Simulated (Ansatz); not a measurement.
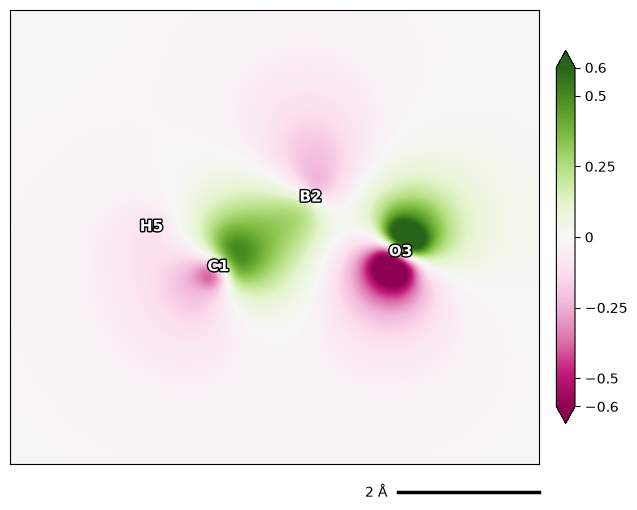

Figure 1: CH6BO (SMILES C[BH2-]O) (charge −1). The HOMO on the plane of atoms C1, B2 and O3 (values in Å⁻³ᐟ²; the overall sign is arbitrary).

Geometry: PBE0-D3(BJ)/def2-SVPD.

Theory: Ansatz, isolated molecule in a Gaussian basis; Kohn-Sham density functional theory, functional PBE0.

Input

```
crystal:
  periodic: [false, false, false]
  atoms:
    - {symbol: C, position_ang: [1.270388, 0.419757, -0.580239]}
    - {symbol: B, position_ang: [0.535840, 0.524020, 0.887546]}
    - {symbol: O, position_ang: [-0.859088, -0.037551, 0.853946]}
    - {symbol: H, position_ang: [1.331968, -0.627240, -0.935961]}
    - {symbol: H, position_ang: [2.302729, 0.818996, -0.555874]}
    - {symbol: H, position_ang: [0.730614, 0.991550, -1.363079]}
    - {symbol: H, position_ang: [1.184634, -0.130151, 1.735278]}
    - {symbol: H, position_ang: [0.522286, 1.738879, 1.246902]}
    - {symbol: H, position_ang: [-1.385134, 0.521756, 0.280427]}
basis:
  gaussian:
    orbitals: def2-TZVPD
total_charge: -1
hamiltonian:
  xc: pbe0
output: {forces: true, orbitals: {seedname: orbitals}}
```

Run with:

```sh
ansatz run input.yaml --threads 2 --pin off --max-ram 4350MiB --events-out events.jsonl --progress --plain --runs-dir runs
```

**What is the character of this orbital?**

By Hirshfeld shares it lies mainly on O3 (about 35 %), H8 (about 20 %), B2 (about 20 %) and C1 (about 15 %). Its energy is −1.12 eV.
